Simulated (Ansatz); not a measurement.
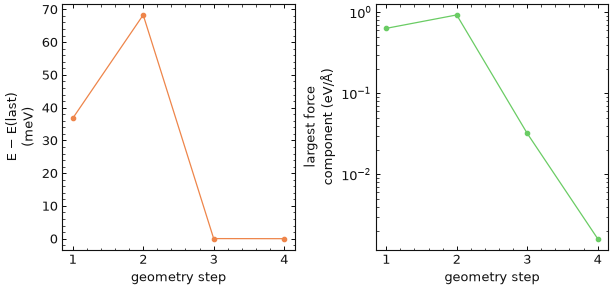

History of a geometry optimisation.

```
crystal:
  periodic: [false, false, false]
  atoms:
    - {symbol: Al, position_ang: [-1.533099, -0.610089, 0.200875]}
    - {symbol: F, position_ang: [-1.475777, -0.558016, 1.857650]}
    - {symbol: H, position_ang: [-1.750885, -2.018296, -0.478842]}
    - {symbol: H, position_ang: [-1.700754, 0.778988, -0.543189]}
basis:
  gaussian: {orbitals: def2-TZVP}
hamiltonian: {xc: pbe0, dispersion: d4}
relax: {f_tol: 0.005, max_steps: 200}
```

Launched with:
```bash
ansatz run in.yaml --threads 2 --pin off --events-out ev --progress --plain --max-ram 4352MiB
```

> How did it end, and what did it gain?

The optimisation met its thresholds at geometry 4, counting the start as the first. The energy fell by about 37 meV from the first step to the last, with a rise at step 2. The largest force component goes from about 0.63 eV/Å at the start to 1.6 × 10⁻³ eV/Å at the end.
